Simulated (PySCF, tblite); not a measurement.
# C₅H₉FOSi₂: geometry, infrared bands and NMR shifts

What infrared bands and NMR shifts should C₅H₉FOSi₂ (`C[SiH2][Si@H](F)c1ccco1`) show?

The runs use tblite 0.8.0 and PySCF 2.14.0, with density-fitted response routines of our own; the level of theory stands in each step. All values are computed, except where a source is named. Atoms are numbered from 0 throughout.

## (1) The starting structure

18 atoms, charge 0, multiplicity 1; geometry from: force field or distance geometry start.

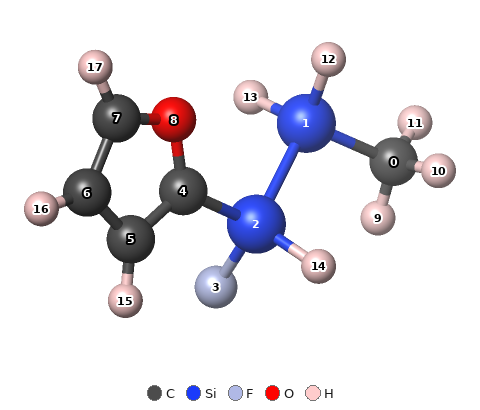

As it starts; carbon dark grey, silicon blue, fluorine light blue, oxygen red, hydrogen pink, atoms numbered.

## (2) Relaxing the molecule with GFN2-xTB

Job settings and geometry (Å):

```
{"job": {"kind": "relax", "xc": "GFN2-xTB", "basis": "xTB"}, "charge": 0, "multiplicity": 1}
C      3.576600    -0.142800    -0.205800
Si     1.922600     0.747100    -0.138300
Si     0.391800    -0.767000    -0.702600
F      0.527400    -1.142200    -2.342900
C     -1.313600    -0.142600    -0.317100
C     -2.471700    -0.709600    -0.798500
C     -3.507500     0.047100    -0.292100
C     -2.894500     1.031000     0.467600
O     -1.587400     0.890500     0.426400
H      3.572900    -0.775100    -1.094600
H      3.602300    -0.796100     0.682500
H      4.436100     0.532400    -0.210600
H      1.681300     1.306400     1.213300
H      1.965900     1.801400    -1.168500
H      0.625300    -2.016200     0.046700
H     -2.561500    -1.569300    -1.422800
H     -4.550200    -0.088900    -0.433100
H     -3.424600     1.800000     1.013800
```

Run with:

```
$ OMP_NUM_THREADS=1 python probes_run.py task.json out
```

One launch serves the whole session: the jobs run in the order shown.

**Question.** This job is followed by: GFN2-xTB harmonic vibrations, gas phase; GIAO PBE0/pcSseg-1 NMR shielding, non-relativistic, gas phase. Predict these results of the whole session: strongest single infrared mode (GFN2-xTB); zero-point energy (GFN2-xTB); 13C shifts against TMS (PBE0/pcSseg-1); 1H shifts against TMS (PBE0/pcSseg-1, means over atoms taken as alike); 29Si shifts against TMS (PBE0/pcSseg-1); 19F shifts against CFCl3 (PBE0/pcSseg-1); 17O shifts against H2O (PBE0/pcSseg-1).

As calculated:

| quantity | value |
| --- | --- |
| strongest single infrared mode (GFN2-xTB) | 2213 cm⁻¹, 424 km/mol |
| zero-point energy (GFN2-xTB) | 77.0 kcal/mol |
| 13C shifts against TMS (PBE0/pcSseg-1) | 159.4, 152.8, 129.5, 117.5, -10.8 ppm |
| 1H shifts against TMS (PBE0/pcSseg-1, means over atoms taken as alike) | 7.75, 7.39, 6.84, 6.10, 4.12, 4.07, 0.31 ppm |
| 29Si shifts against TMS (PBE0/pcSseg-1) | 10.5, -83.4 ppm |
| 19F shifts against CFCl3 (PBE0/pcSseg-1) | -230.3 ppm |
| 17O shifts against H2O (PBE0/pcSseg-1) | 317.9 ppm |

In words: The optimisation took 77 steps and gained 0.472 eV; among the close pairs (by a distance rule), Si1–Si2 changed most, from 2.226 to 2.310 Å. The lowest mode is slightly imaginary (3i cm⁻¹), a soft motion within the noise of the Hessian, so the minimum is not strictly shown. The strongest single mode, at 2213 cm⁻¹, moves mainly H14. GFN2-xTB is a fitted tight-binding method: band positions and strengths are rough. Its intensities can rank the bands wrongly. At PBE0/pcSseg-1: The largest span, 389 ppm, is at O8, where the paramagnetic term is -380 ppm. NICS(1)zz of -28 ppm above the planar ring from C4 marks a diatropic (aromatic) ring current.
